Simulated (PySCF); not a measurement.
C7H17NSi

```xyz
26

C     2.6011    1.7742    0.9894
C     2.2856    0.7976    0.1535
Si    1.4786   -0.8305    0.6465
C    -0.1711   -1.1374   -0.2699
C    -0.7447   -2.4893    0.1542
C    -1.2300   -0.0310   -0.1501
C    -1.4564    0.4385    1.2835
C    -0.8682    1.1699   -1.0306
N    -0.7111    0.7637   -2.4196
H     2.3892    1.7042    2.0446
H     3.0832    2.6867    0.6699
H     2.5277    0.9238   -0.8955
H     2.3990   -1.9146    0.2618
H     1.3027   -0.8686    2.1055
H     0.0600   -1.2046   -1.3388
H    -1.6481   -2.7231   -0.4086
H    -0.0218   -3.2822   -0.0224
H    -0.9951   -2.4988    1.2127
H    -2.1774   -0.4404   -0.5298
H    -2.3166    1.1043    1.3355
H    -0.5849    0.9780    1.6476
H    -1.6416   -0.4060    1.9413
H    -1.6393    1.9493   -0.8973
H     0.0860    1.5871   -0.6989
H    -1.5935    0.4159   -2.7826
H    -0.4343    1.5557   -2.9888
```

Geometry: GFN2-xTB.

Computed with PBE0/pcSseg-1, SCF density, gas phase, non-relativistic (PySCF 2.14.0).

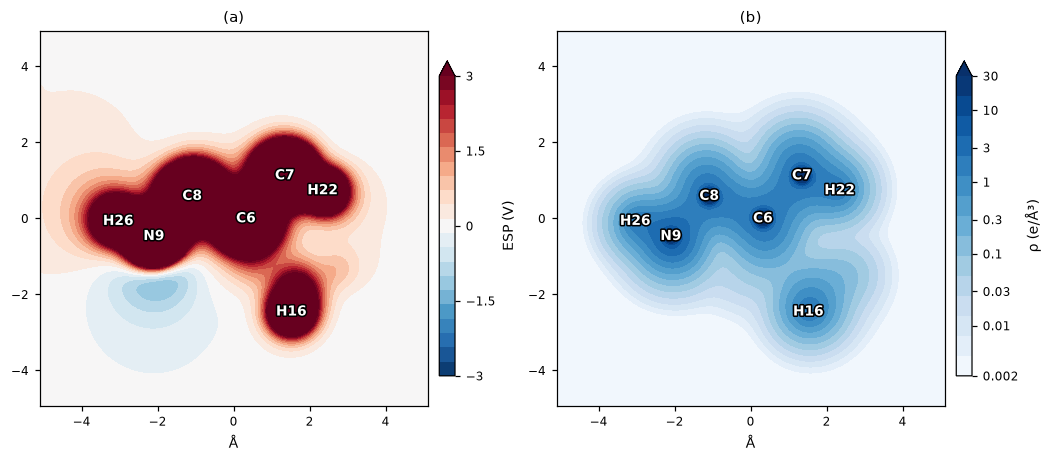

Figure 1. (a) molecular electrostatic potential; (b) electron density on the plane of atoms C7, C6 and C8.

Interpret the plot.

The plane passes through C, N and H nuclei.
C–N (1.46 Å): ρ at the midpoint is about 1.9 e/Å³.
N–H (1.01 Å): ρ is about 2.8 e/Å³ halfway.
C–C (1.53 Å): the density is about 1.6 e/Å³ at the midpoint.
C–H (1.09 Å): ρ is about 2 e/Å³ halfway.
Outside the dense part of the molecule the potential is most negative (−1.3 V) near N9.

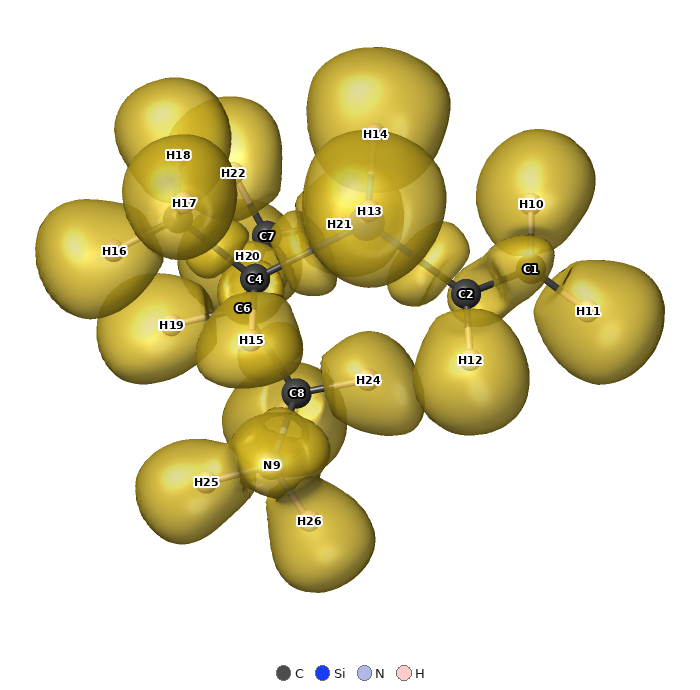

Figure 2. Isosurface of the electron localisation function at 0.75 (yellow), seen at a tilt. Core shells and regions of very low density are left out.

What do the ELF domains correspond to?

At this value the surface marks out five regions between bonded C–C atoms (shared pairs), two regions between bonded C–Si atoms (shared pairs), 15 regions around hydrogen nuclei and one joined region spread over several atoms (H, N), in which their bonds and any lone pairs are merged.


C–C (1.32 Å): the ELF peaks at about 0.90 between the atoms (a short, multiple covalent bond). C–N (1.46 Å): the ELF peaks at about 0.95 between the atoms: localised, covalent bonding.

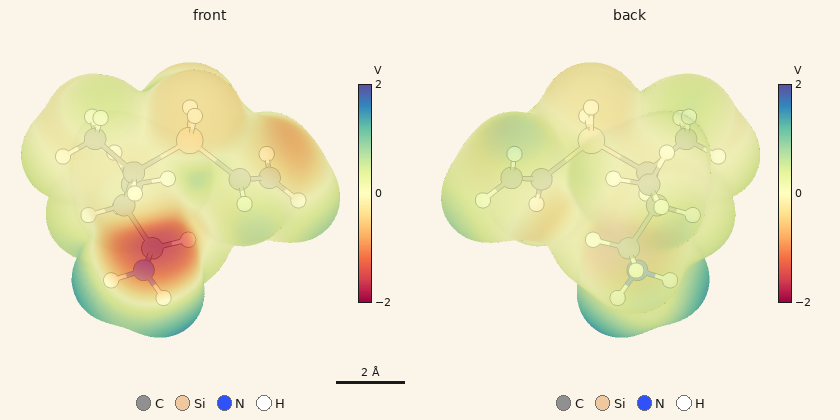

Figure 3. The electrostatic potential painted on the density surface at 0.002 e/bohr³, seen from the front and from behind; red is negative and blue positive.

Where is the surface potential most negative and most positive?

The most negative region (about −1.5 V) lies over N9, the most positive (about +1.3 V) over H25 and H26. N9 is the likeliest acceptor of a hydrogen bond.

What dipole moment does the calculation give?

Its dipole moment is 2.07 D.
